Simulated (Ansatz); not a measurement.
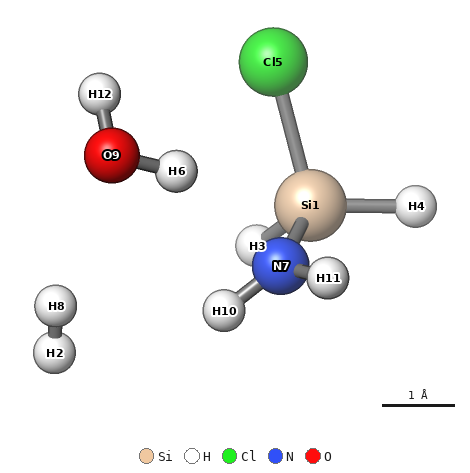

The structure (ball-and-stick view, seen at a tilt; atoms are numbered from 1 in the order of the input).

## Single-point calculation of SiNH$_{8}$ClO

SiNH$_{8}$ClO, computed with RKS PBE0-D4/def2-TZVPP (Ansatz 0.2.0).

The geometry is the product side of a reaction. The reaction was set up to form Si1–N7, H6–O9 and H2–H8 and to break Si1–H2, H6–N7 and H8–O9 (atoms counted from 1 in the order of the input); sticks are drawn by distance alone. The geometry comes from this level: PBE0-D4/def2-TZVP.

Input file:
```yaml
crystal:
  periodic: [false, false, false]
  atoms:
    - {symbol: Si, position_ang: [-1.557467, 0.522100, -0.611163]}
    - {symbol: H, position_ang: [1.915975, -1.907546, -1.056491]}
    - {symbol: H, position_ang: [-1.769883, -0.714054, -1.391345]}
    - {symbol: H, position_ang: [-2.379874, 1.660733, -1.072377]}
    - {symbol: Cl, position_ang: [-2.216598, 0.114001, 1.307444]}
    - {symbol: H, position_ang: [0.810232, 0.172733, 1.252090]}
    - {symbol: N, position_ang: [0.095082, 0.933394, -0.653028]}
    - {symbol: H, position_ang: [1.865618, -1.701495, -0.337046]}
    - {symbol: O, position_ang: [1.328748, -0.443326, 1.785994]}
    - {symbol: H, position_ang: [0.792717, 0.286046, -0.983030]}
    - {symbol: H, position_ang: [0.415880, 1.886853, -0.652731]}
    - {symbol: H, position_ang: [0.699570, -0.809438, 2.411682]}
basis:
  gaussian: {orbitals: def2-TZVPP}
hamiltonian: {xc: pbe0, dispersion: d4}
output: {orbitals: {seedname: orbitals}}
```

Hardware: 4 threads of Arm Neoverse V1, 23 GiB of memory available, shared host.

Launched with:
```bash
ansatz run in.yaml --threads 4 --pin off --events-out ev --progress --plain --max-ram 9574MiB
```

The program's output:
```
Functional definition: PBE0
  name "PBE0"
  cite "Adamo & Barone, J. Chem. Phys. 110, 6158 (1999) doi:10.1063/1.478522"
  cite "Perdew, Burke & Ernzerhof, Phys. Rev. Lett. 77, 3865 (1996) doi:10.1103/PhysRevLett.77.3865"
  parent pbe
  parameter a = 0.25
  parameter kappa = 0.804
  parameter beta = 0.06672455060314922
  exchange = (1 - a)*pbe_x(kappa = kappa, mu = beta*pi^2/3) + a*exact_x
  correlation = pbe_c(beta = beta)
1394 factors; their error is unknown
mean field evaluation 1: about -24051.0360 eV, gradient 7.4e1 eV
mean field evaluation 2: about -24039.4847 eV, gradient 1.0e2 eV
mean field evaluation 4: about -24060.1609 eV, gradient 2.6e0 eV
mean field evaluation 8: about -24060.1730 eV, gradient 5.0e-2 eV
mean field evaluation 16: about -24060.2294 eV, gradient 2.6e-5 eV
mean field -24060.22944258 eV, -884.1971234054 hartree, gradient 2.6e-5 eV, S^2 0.000000; 0 other end points of the search recorded, 0 dependent functions left out
reference -24060.22947744 eV, -884.1971246865 hartree; 27, 27 occupied and 231, 231 virtual orbitals, 1394 factors
Total energy: -24060.40982139 eV, -884.2037522045 hartree
```

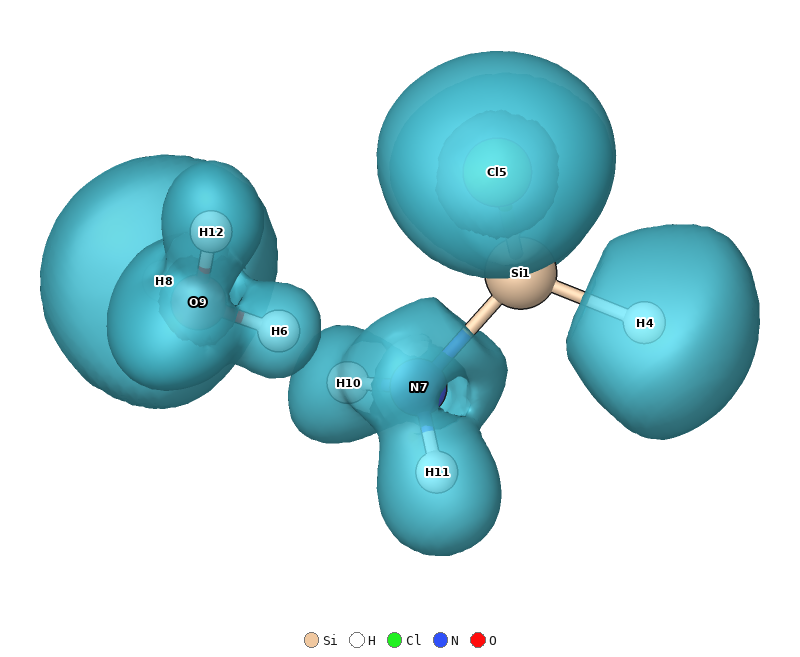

Isosurface of the electron localisation function at 0.75 (cyan), seen from the side. Core shells and regions of very low density are left out. Profiles from the grid: N7···H6 (2.17 Å): the ELF is only about 0.10 between them (by its geometry a hydrogen bond between the two molecules, with no shared pair).

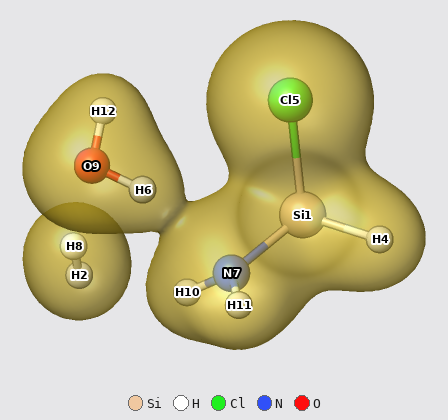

Isosurface of the total electron density at 0.1 e/Å³ (yellow), seen at a tilt. At this value the surface falls into two separate pieces. On the grid the lowest density along these lines, outside the cores, is 0.13 e/Å³ (N···H, 2.17 Å), 0.97 e/Å³ (Si–N, 1.70 Å), 0.65 e/Å³ (Si–Cl, 2.07 Å) and 1.8 e/Å³ (H–H, 0.75 Å).

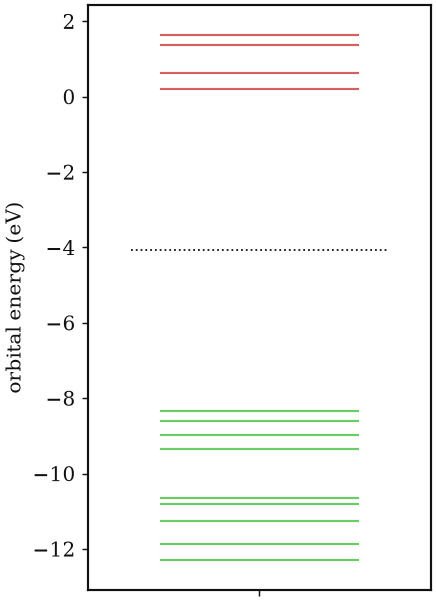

Orbital energies near the frontier; the dotted line parts filled from empty levels, and levels within 0.02 eV of each other stand side by side. Highest filled −8.34 eV, lowest empty 0.22 eV, 8.56 eV apart.

Key numbers:

| quantity | value |
| --- | --- |
| outcome | converged |
| total energy | −24060.4098 eV |
| mean-field energy | −24060.2295 eV |
| dispersion energy | −0.1803 eV |
| SCF solution under orbital rotations | stable |
| HOMO | −8.34 eV |
| LUMO | 0.22 eV |
| wall time | 3.1 s (CPU time 11 s) |
| peak memory | 0.63 GiB |
